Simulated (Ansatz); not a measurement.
Band structure of K (Im-3m, 1 atom in the cell).

```
CELL_PARAMETERS angstrom
     -2.64000     2.64000     2.64000
      2.64000    -2.64000     2.64000
      2.64000     2.64000    -2.64000
ATOMIC_POSITIONS crystal
  K  0.00000 0.00000 0.00000
```

Computed with PBE (plane waves, PAW; Ansatz, a program for electronic structure).

Settings: kpoints.mp_grid.grid = 9 9 9; hamiltonian.xc = pbe; hamiltonian.pseudopotentials = {kind: paw} (the program's default PAW files); scf.occupations.method = gaussian; scf.occupations.width = 0.136 eV; kpoints.band_path.npoints = 8.

The starting cell has typed, rounded lattice constants, without a prior relaxation at this level.

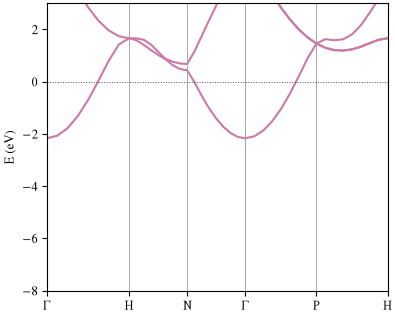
Bands along the path, energies from the Fermi level.

Levels in eV from the Fermi level, bands 1 to 8:
```tsv
point	1	2	3	4	5	6	7	8
Γ	-32.14	-15.59	-15.59	-15.59	-2.17	4.27	4.27	4.27
H	-32.13	-15.64	-15.64	-15.64	1.66	1.66	3.46	3.46
N	-32.14	-15.66	-15.62	-15.59	0.43	0.67	3.15	4.84
P	-32.14	-15.63	-15.63	-15.63	1.46	1.46	1.46	3.04
```

Bands cross the Fermi level along this path, so the cell is metallic at this level.

Keys are those of Ansatz 0.2.
